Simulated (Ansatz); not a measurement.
**Sn(OMe)H3 (CH6OSn): trial inputs and their diagnosis**

Aim: try 2 inputs for Sn(OMe)H3 (CH6OSn) as typed, read how each ends, and find what has to change.

Computed with Ansatz 0.2.0, Gaussian basis. Level: the settings change from run to run.

1 further run of the same task is left out (set aside as unsound or not needed).

## (1) The molecule

An earlier r2SCAN-D4 in a triple-zeta def2 set relaxation fixed the geometry. Sn takes a core potential in def2 sets; no spin-orbit term is included.

9 atoms, charge 0, spin multiplicity 1.

Atoms are counted from 1 here; the program's logs count them from 0.

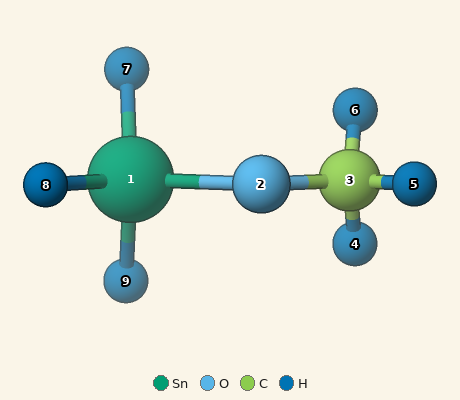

The structure; colours as in the key; atoms are numbered from 1 in the order of the file.

Geometry (Å):

```mol
CH6OSn
  3D, bonds by distance, orders not assigned

  9  8  0  0  0  0  0  0  0  0999 V2000
   -0.3754    0.6033   -1.2768 Sn  0  0
   -0.3348    0.5534    0.6964 O   0  0
    0.3310   -0.5302    1.3139 C   0  0
   -0.1179   -1.5013    1.0570 H   0  0
    0.2538   -0.4021    2.3978 H   0  0
    1.3995   -0.5698    1.0547 H   0  0
    1.2462    0.6369   -1.8177 H   0  0
   -1.2347    2.0265   -1.6203 H   0  0
   -1.1676   -0.8169   -1.8049 H   0  0
  1  2  8  0
  1  7  8  0
  1  8  8  0
  1  9  8  0
  2  3  8  0
  3  4  8  0
  3  5  8  0
  3  6  8  0
M  END
```

## (2) Input 1

File in.yaml:

```yaml
crystal:
  periodic: [false, false, false]
  atoms:
    - {symbol: Sn, position_ang: [-0.313632, 0.567736, -1.230989]}
    - {symbol: O, position_ang: [-0.330864, 0.574733, 0.706870]}
    - {symbol: C, position_ang: [0.357717, -0.484180, 1.341043]}
    - {symbol: H, position_ang: [-0.147338, -1.506095, 1.092295]}
    - {symbol: H, position_ang: [0.258284, -0.398796, 2.394564]}
    - {symbol: H, position_ang: [1.439595, -0.501944, 1.039710]}
    - {symbol: H, position_ang: [1.268878, 0.621668, -1.807509]}
    - {symbol: H, position_ang: [-1.199866, 2.083513, -1.684798]}
    - {symbol: H, position_ang: [-1.175463, -0.830527, -1.765945]}
basis:
  gaussian: {orbitals: def2-SVP, fitting: {mean_field: def2-universal-jkfit}}
hamiltonian: {xc: {name: HF}}
correlation: {active_space: {window: {electrons: 3, orbitals: 2}}}
output: {forces: true}
```

Command:

```sh
ansatz run in.yaml --threads 4 --pin off --events-out ev --progress --plain --max-ram 3916MiB
```

What it wrote:

```text
Functional definition: HF
  name "HF"
  cite "Fock, Z. Phys. 61, 126 (1930) doi:10.1007/BF01340294"
  parent pbe
  exchange = exact_x
  correlation = 0
478 factors; integrals over basis functions are off by at most 4.0e-1 eV
mean field evaluation 1: about -8961.9807 eV, gradient 3.2e1 eV
mean field evaluation 2: about -8963.5102 eV, gradient 2.1e1 eV
mean field evaluation 4: about -8964.3569 eV, gradient 4.7e-1 eV
mean field -8964.35786584 eV, -329.4340753095 hartree, gradient 1.3e-6 eV, S^2 0.000000; 0 other end points of the search recorded, 0 dependent functions left out
reference -8964.35786584 eV, -329.4340753095 hartree; 21, 21 occupied and 63, 63 virtual orbitals, 478 factors
Error: 3 electrons in 2 orbitals form no window around the highest filled level of the reference
```

Run time: 1.9 s. Hardware: 4 threads of Intel Xeon at 2.50GHz, shared host.

Diagnosis: The run stopped with an error. The active space doesn't fit the electrons. Its coordinates are also moved off the relaxed structure. To mend it, choose a window whose electrons and orbitals fit the reference.

## (3) Input 2

File in.yaml:

```yaml
crystal:
  periodic: [false, false, false]
  atoms:
    - {symbol: Sn, position_ang: [-0.262807, 0.422336, -0.766104]}
    - {symbol: O, position_ang: [-0.200893, 0.387408, 0.487457]}
    - {symbol: C, position_ang: [0.231666, -0.318100, 0.788365]}
    - {symbol: H, position_ang: [-0.070757, -0.900765, 0.634173]}
    - {symbol: H, position_ang: [0.177664, -0.241248, 1.438678]}
    - {symbol: H, position_ang: [0.839688, -0.341856, 0.632818]}
    - {symbol: H, position_ang: [0.747738, 0.445817, -1.090634]}
    - {symbol: H, position_ang: [-0.864278, 1.418562, -1.134212]}
    - {symbol: H, position_ang: [-0.817309, -0.571825, -1.263418]}
basis:
  gaussian: {orbitals: def2-mTZVP, point_charges: [{charge: 2.00, position_ang: [5.711, 0.551, -0.636]}]}
hamiltonian: {xc: {name: r2SCAN}, dispersion: d3bj, pseudopotentials: {relativity: none}}
output: {forces: true}
```

Launched as before.

What it wrote, shortened:

```text
Warning: the engine holds no damping parameters fitted to this dispersion correction and functional, so the run takes those fitted to r2scan beside the three-body term, which d3bj leaves out (hamiltonian.dispersion, under Limitations)
Functional definition: r2SCAN
  name "r2SCAN"
  cite "Furness, Kaplan, Ning, Perdew & Sun, J. Phys. Chem. Lett. 11, 8208 (2020) doi:10.1021/acs.jpclett.0c02405"
  cite "Furness, Kaplan, Ning, Perdew & Sun, J. Phys. Chem. Lett. 11, 9248 (2020) doi:10.1021/acs.jpclett.0c03077"
  parent r2scan
[...]
977 factors; their error is unknown
[...]
mean field -8925.93725534 eV, -328.0221439160 hartree, gradient 5.1e-5 eV, S^2 0.000000; 0 other end points of the search recorded, 0 dependent functions left out
[...]
reference -8925.93726984 eV, -328.0221444491 hartree; 21, 21 occupied and 76, 76 virtual orbitals, 977 factors
Total energy: -8925.98112592 eV, -328.0237561303 hartree
Atom 0 at    -0.262807     0.422336    -0.766104 Å, force   -31.350974     7.903984  -101.404625 eV/Å
Atom 1 at    -0.200893     0.387408     0.487457 Å, force   -51.640989    90.149319    71.294072 eV/Å
Atom 2 at     0.231666    -0.318100     0.788365 Å, force    13.040976   -46.569918    23.175608 eV/Å
Atom 3 at    -0.070757    -0.900765     0.634173 Å, force   -21.969837   -49.607963   -10.784559 eV/Å
Atom 4 at     0.177664    -0.241248     1.438678 Å, force    -0.940860     0.847474    61.960914 eV/Å
Atom 5 at     0.839688    -0.341856     0.632818 Å, force    71.488154    -5.588511   -16.387721 eV/Å
Atom 6 at     0.747738     0.445817    -1.090634 Å, force    40.995128     0.904022   -13.303400 eV/Å
Atom 7 at    -0.864278     1.418562    -1.134212 Å, force   -10.768925    17.876301    -6.982427 eV/Å
Atom 8 at    -0.817309    -0.571825    -1.263418 Å, force    -8.715615   -15.894208    -7.522158 eV/Å
Dipole moment:    -0.320126    -0.043345     0.298969 e Å
```

It took 8 s on 4 threads of Intel Xeon at 2.50GHz, shared host.

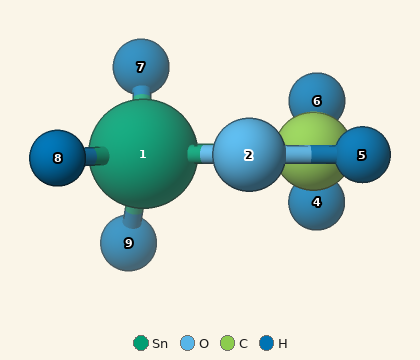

The geometry of this input.

**Diagnosis.** The run converged, but a converged run isn't a right one. The geometry is squeezed well below its size. The shortest distance is 0.63 Å (C3–H6), against 1.09 Å in the relaxed molecule. Its energy is no property of the relaxed molecule. Fix: use the relaxed coordinates, and remove the point charge.

## (4) Summary

```tsv
input	level	ended	cause	time
1	HF/def2-SVP	stopped by an error	the active space doesn't fit the electrons	1.9 s
2	r2SCAN/def2-mTZVP	converged	the geometry is squeezed well below its size	8 s
```

**Reading.** 1 stopped by an error, 1 converged. The dangerous case is the input that converges on a wrong geometry, charge, spin, basis or grid: often only a look at the input shows it.
